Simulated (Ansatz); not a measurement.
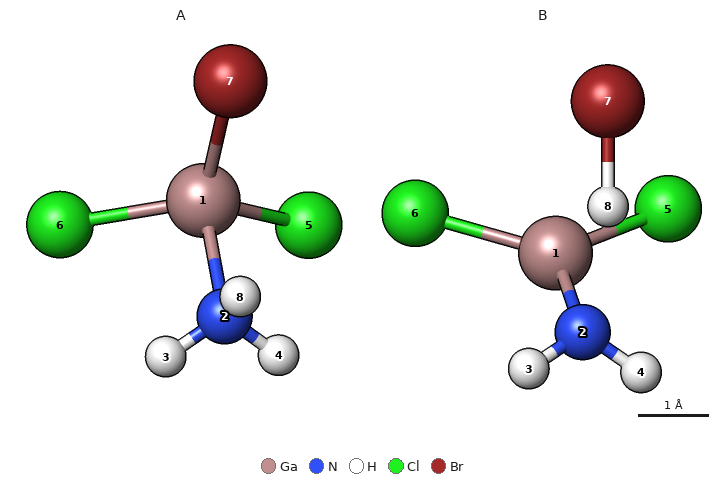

Two geometries of GaNH3BrCl2, drawn at one scale. One is the start of a relaxation, the other its converged end. The picture is a ball-and-stick view, seen from a free direction.

The calculation used Ansatz 0.2.0, RKS PBE0-D4/def2-SVP. Set-up: no spin polarisation; force threshold 0.03 eV/Å; at most 50 steps.

Question: Which geometry has the lower energy?

Answer: Structure A is the relaxed one. The run prepares an end point of a later path (reaction) calculation, from a guessed geometry. After 14 geometry steps the energy has fallen by 217.4 kJ/mol. The largest force component goes from 1.4 to 0.015 eV/Å. The atom that moves furthest after the best rigid fit is H8 (1.30 Å). Largest moves by element: H 1.30 Å, Ga 0.91 Å, Br 0.89 Å, Cl 0.34 Å, N 0.32 Å. Near-neighbour distances that change, for instance: Br7–H8 1.507 → 3.158 Å, Ga1–Br7 3.620 → 2.304 Å, N2–H8 2.250 → 1.022 Å, Ga1–N2 1.889 → 2.071 Å. New bonds form, among them: Ga1–Br7 (3.62 → 2.30 Å), N2–H8 (2.25 → 1.02 Å). Bonds break, among them: Br7–H8 (1.51 → 3.16 Å). Bond angles that change, for instance: N2–Ga1–Cl6 119.9° → 99.8°, N2–Ga1–Cl5 118.0° → 99.8°, Ga1–N2–H3 117.5° → 109.8°. Cost: 59 s on 4 threads of Arm Neoverse V1, on a shared host, peak memory 0.4 GiB.

Limits of the set-up: the start holds two separate molecules, 2.2 Å apart at their closest, whose relative position is a soft coordinate.
